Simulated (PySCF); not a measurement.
# C5H11OSi (doublet): what the fields show

```xyz
18

C    -2.3818   -0.3375   -0.0408
C    -0.9975   -0.1282   -0.6407
C     0.0074   -1.1995   -0.1367
C     1.3728   -0.9117   -0.6252
C     2.0898    0.2107   -0.0179
Si    0.9554    1.7301   -0.4170
O    -0.5557    1.1591   -0.2966
H    -2.3299   -0.2573    1.0422
H    -3.0629    0.4245   -0.4116
H    -2.7629   -1.3191   -0.3091
H    -1.0547   -0.1929   -1.7374
H    -0.0151   -1.1678    0.9563
H    -0.3430   -2.1765   -0.4742
H     1.6244   -1.2111   -1.6300
H     2.1399    0.1080    1.0674
H     3.0979    0.3196   -0.4077
H     1.2651    2.1700   -1.7800
H     0.9418    2.7857    0.5829
```

Geometry: GFN2-xTB.

The calculation used UKS B3LYP, pcH-1 on C H O Si, non-relativistic, mean-field spin-orbit, GIAO (PySCF 2.14.0, density-fitted response routines).

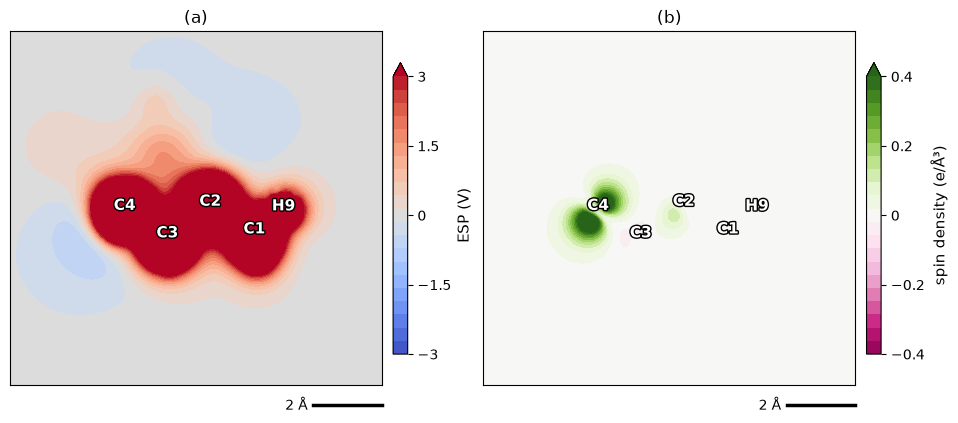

Figure 1. (a) molecular electrostatic potential; (b) spin density (α minus β) on the plane of atoms C2, C3 and C4.

Q: Interpret the plot.

A:
- Atoms in the plane: C and H.
- The unpaired spin (1 electron) lies mostly on C4 (about 0.6) and Si6 (about 0.1), in electrons by Hirshfeld's partition.
- Outside the dense part of the molecule the potential is most negative (−0.7 V) near C4.

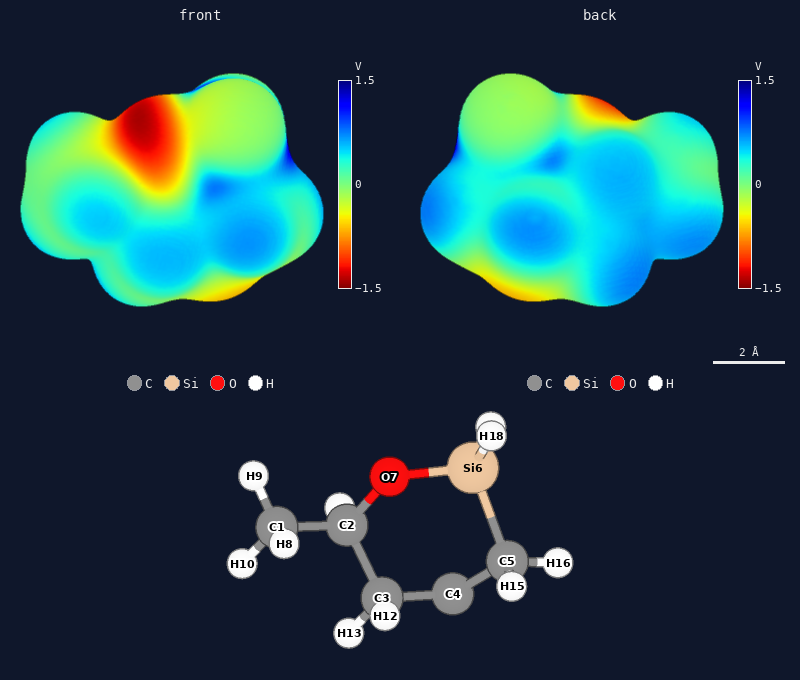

Figure 2. The molecular electrostatic potential painted on the density surface at 0.002 e/bohr³, seen from the front and from behind; red is negative and blue positive. The bare structure is drawn below in the same view.

Q: Which sites attract a positive test charge, and which a negative one?

A: A positive charge is drawn to the negative regions and a negative charge to the positive ones. The most negative region (about −1.3 V) lies over O7, the most positive (about +1.3 V) over Si6. O7 is the likeliest acceptor of a hydrogen bond.
